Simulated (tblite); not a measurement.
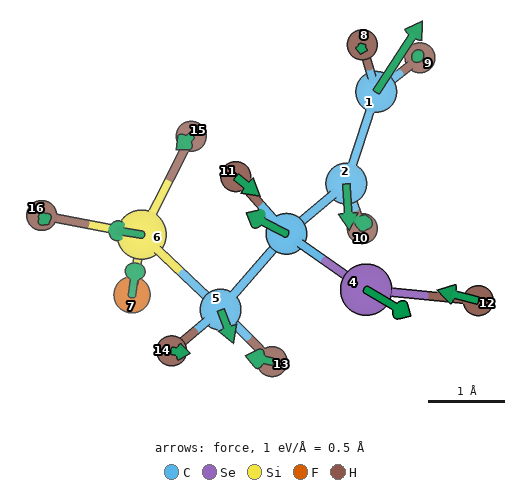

Starting geometry of C$_{4}$H$_{9}$FSeSi with the computed forces as green arrows. Style: ball-and-stick. Shown from a free direction.

All numbers below come from tblite, GFN2-xTB geometry optimisation, gas phase. 

Question: Is this structure relaxed? If not, where do the atoms go?

Answer: It isn't relaxed: the largest force vector, on a C atom, is 2.39 eV/Å. The final displacements have little in common with the starting forces (cosine between the two patterns 0.24). An H atom moves most after the best rigid fit: 1.22 Å. Largest moves by element: H 1.22 Å, F 1.06 Å, C 0.36 Å, Se 0.17 Å, Si 0.11 Å. Among the contacts that change: C–Se 1.920 → 2.024 Å, H–Se 1.548 → 1.448 Å, F–Si 1.685 → 1.611 Å, C–Si 1.867 → 1.901 Å. Bond angles that change, for instance: C–Se–H 113.1° → 94.2°, H–Si–H 107.2° → 114.6°, C–C–C 106.0° → 113.2°. Groups turn about C–Se by about 45°, C–Si by about 40°, C–C by about 25°. After 151 geometry steps the energy has fallen by 0.849 eV.
